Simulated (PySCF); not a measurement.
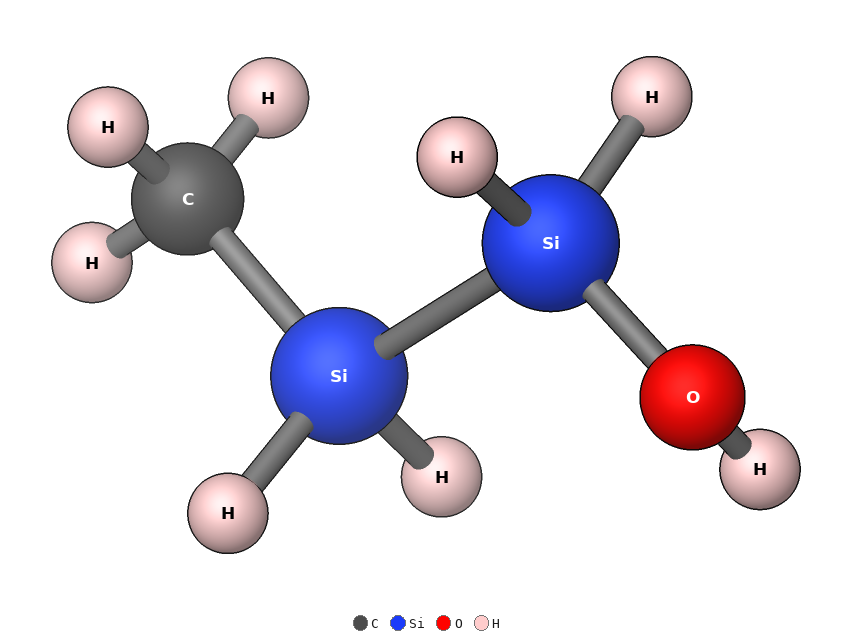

The geometry was computed by an optimisation with PBE0-D3(BJ)/def2-SVP. No frequency run is at hand to confirm it as a minimum. Program: PySCF 2.14.0.

Tabulate dipole (D), HOMO–LUMO gap (eV) at these levels: PBE0/IGLO-III; PBE0/aug-cc-pVDZ; PBE0/cc-pVDZ; PBE0/cc-pVTZ; PBE0/pcSseg-0.

```
           level  dipole (D)  HOMO–LUMO gap (eV)
   PBE0/IGLO-III        1.57                7.11
PBE0/aug-cc-pVDZ        1.58                6.88
    PBE0/cc-pVDZ        1.52                7.34
    PBE0/cc-pVTZ        1.50                7.16
   PBE0/pcSseg-0        1.88                7.46
```
